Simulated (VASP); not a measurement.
Band structure of Ga₂O₃ (corundum). These are PBE GGA, VASP's PBE PAW potentials (set 64) (plane waves; VASP) values and carry that method's errors.

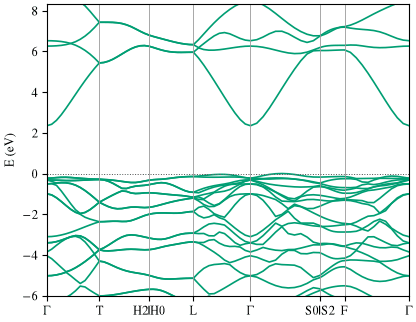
Figure: Bands along high-symmetry lines, zero at the valence-band maximum or, without a gap, the Fermi level

### Question
Read the plot: is there a gap, and where are the band edges?

### Answer
The gap is indirect, 2.35 eV, from the valence maximum at Γ-S0 at 0.45 to the conduction minimum at Γ. (Edges off the drawn lines would not show.)

The compound is Ga2O3 in the corundum structure, the metastable α form; monoclinic β is stable. It was relaxed first, which changed the volume by +5 %.
